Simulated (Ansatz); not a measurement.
# r2SCAN0/def2-TZVPP run of CH2Se (methaneselone)

What is the electronic atomisation energy of CH2Se (methaneselone) at r2SCAN0/def2-TZVPP? 

Program for the calculation: Ansatz 0.2.0.

47 further runs of the same task are left out: 47 set aside as unsound or not needed.

## 1. The system as given

The species is CH2Se (4 atoms), meant as a singlet with charge 0. As SMILES, `C=[Se]`. The coordinates come from a PBE0-D4/def2-TZVP relaxation.

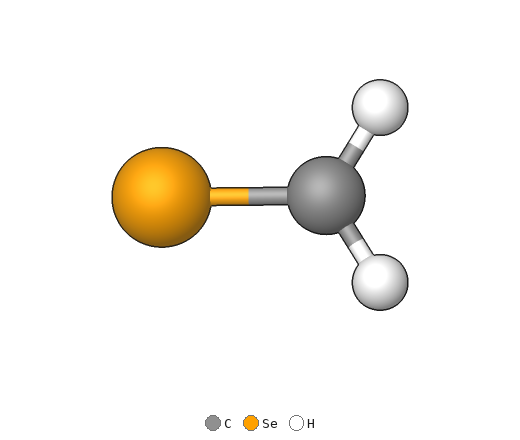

Viewed from a chosen angle; carbon grey, selenium orange, hydrogen white.

## 2. A single-point energy at r2SCAN0/def2-TZVPP

Contents of run.yaml:

```yaml
crystal:
  periodic: [false, false, false]
  atoms:
    - {symbol: C, position_ang: [-0.129440, -0.027430, -0.068180]}
    - {symbol: Se, position_ang: [1.384110, 0.293380, 0.729180]}
    - {symbol: H, position_ang: [-0.586530, -1.013730, -0.053570]}
    - {symbol: H, position_ang: [-0.668140, 0.747780, -0.607410]}
basis:
  gaussian:
    orbitals: def2-TZVPP
hamiltonian:
  xc: {name: r2SCAN0}
accuracy: high
output: {orbitals: {seedname: orbitals}}
```

Command:

```sh
ansatz run run.yaml --threads 1 --pin off --max-ram 3480MiB --events-out events.jsonl --progress --plain --runs-dir runs
```

Standard output:

```text
Warning: RAYON_NUM_THREADS=1 ignored (pool sized by the plan → 1); use --threads N
Functional definition: r2SCAN0
  name "r2SCAN0"
  parameter a = 0.25
  parameter k0 = 0.174
  parameter k1 = 0.065
  parameter a1 = 4.9479
  exchange = (1 - a)*r2scan_x(k0 = k0, k1 = k1, a1 = a1) + a*exact_x
  correlation = r2scan_c
1649 factors; integrals over basis functions are off by at most 4.4e-9 eV
mean field evaluation 1: about -66412.8134 eV, gradient 4.1e1 eV
mean field evaluation 2: about -66404.5188 eV, gradient 6.4e1 eV
mean field evaluation 4: about -66416.9655 eV, gradient 2.4e0 eV
mean field evaluation 8: about -66417.0218 eV, gradient 2.4e-1 eV
mean field evaluation 16: about -66417.0219 eV, gradient 6.1e-6 eV
mean field -66417.02192948 eV, -2440.7805368339 hartree, gradient 2.7e-8 eV, S^2 0.000000; 0 other end points of the search recorded, 0 dependent functions left out
reference -66417.02192993 eV, -2440.7805368504 hartree; 21, 21 occupied and 86, 86 virtual orbitals, 1649 factors
Total energy: -66417.02192993 eV, -2440.7805368504 hartree
```

It took 9.9 s on 1 thread of Arm Neoverse V2, shared host; peak memory 0.31 GiB.

## 3. The C atom, same level

Contents of in.yaml:

```yaml
crystal:
  periodic: [false, false, false]
  atoms:
    - {symbol: C, position_ang: [0.000000, 0.000000, 0.000000]}
basis:
  gaussian:
    orbitals: def2-TZVPP
magnetization:
  spin_polarized: true
  initial_magnetization: 2
accuracy: high
hamiltonian:
  xc: {name: r2SCAN0}
```

Command:

```sh
ansatz run in.yaml --threads 1 --pin off --max-ram 3480MiB --events-out events.jsonl --progress --plain --runs-dir runs
```

Standard output (excerpt; [...] marks lines left out):

```text
Warning: RAYON_NUM_THREADS=1 ignored (pool sized by the plan → 1); use --threads N
[... 8 set-up lines as earlier in the session ...]
312 factors; integrals over basis functions are off by at most 3.1e-9 eV
mean field evaluation 1: about -1029.3955 eV, gradient 5.1e0 eV
mean field evaluation 2: about -1029.5101 eV, gradient 1.1e0 eV
mean field evaluation 4: about -1029.5166 eV, gradient 4.0e-1 eV
mean field evaluation 8: about -1029.5173 eV, gradient 6.7e-4 eV
mean field evaluation 16: about -1029.5173 eV, gradient 1.1e-8 eV
mean field -1029.51733542 eV, -37.8340642448 hartree, gradient 1.1e-8 eV, S^2 2.006669; 0 other end points of the search recorded, 0 dependent functions left out
reference -1029.51733671 eV, -37.8340642921 hartree; 4, 2 occupied and 27, 29 virtual orbitals, 312 factors
Total energy: -1029.51733671 eV, -37.8340642921 hartree
```

Wall time 0.88 s (1 thread of Arm Neoverse V2, shared host); peak memory 0.094 GiB.

## 4. The H atom, same level

Contents of in.yaml:

```yaml
crystal:
  periodic: [false, false, false]
  atoms:
    - {symbol: H, position_ang: [0.000000, 0.000000, 0.000000]}
basis:
  gaussian:
    orbitals: def2-TZVPP
magnetization:
  spin_polarized: true
  initial_magnetization: 1
hamiltonian:
  xc: {name: r2SCAN0}
accuracy: high
```

Run the same way, it converges to -0.49987 Eh (log not shown).

## 5. The Se atom

Contents of job.yaml:

```yaml
basis:
  gaussian:
    orbitals: def2-TZVPP
crystal:
  periodic: [false, false, false]
  atoms:
    - {symbol: Se, position_ang: [0.000000, 0.000000, 0.000000]}
magnetization:
  spin_polarized: true
  initial_magnetization: 2
hamiltonian:
  xc: {name: r2SCAN0}
accuracy: high
```

Run the same way, it converges to -2401.47217 Eh (log not shown).

## 6. Results

Level: r2SCAN0/def2-TZVPP.

| quantity | value |
| --- | --- |
| molecule: total energy | -2440.78054 Eh |
| molecule: HOMO energy | -6.57 eV |
| molecule: LUMO energy | -2.75 eV |
| molecule: HOMO–LUMO gap | 3.83 eV |
| C atom: total energy | -37.83406 Eh |
| C atom: ⟨S²⟩ | 2.007 |
| H atom: total energy | -0.49987 Eh |
| H atom: ⟨S²⟩ | 0.750 |
| Se atom: total energy | -2401.47217 Eh |
| Se atom: ⟨S²⟩ | 2.005 |
| electronic atomisation energy | 12.913 eV |

Taking the molecule apart into free atoms costs 12.91 eV (1246 kJ/mol), before zero-point energy and without spin-orbit coupling.
